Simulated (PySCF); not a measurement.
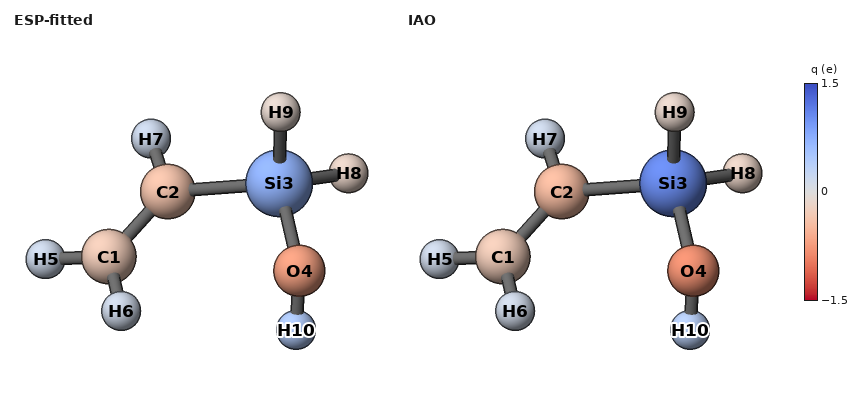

Atomic charges of one calculation by 2 schemes, on one colour scale. The geometry was computed by an optimisation with GFN2-xTB. No frequency run is at hand to confirm it as a minimum. Level of theory: PBE0/pcSseg-1 (PySCF 2.14.0).

Question. Which scheme gives the most polar picture (largest mean size of the charges)?

Answer. The IAO charges are the largest in size here.

Question. On which atom do the schemes disagree most?

Answer. On Si3 (from 0.69 to 1.02 e).

List the charges (e), one line for each set of equivalent atoms.

```csv
atom,ESP-fitted,IAO
C1,−0.27,−0.28
C2,−0.37,−0.45
Si3,0.69,1.02
O4,−0.68,−0.79
H5,0.15,0.15
H6,0.14,0.14
H7,0.16,0.15
H8,−0.16,−0.17
H9,−0.11,−0.14
H10,0.43,0.36
```

The geometry is semi-empirical. Around Si such bond lengths and angles can be off by a tenth of an ångström or more and by several degrees, and values that hang on the shape move with them.
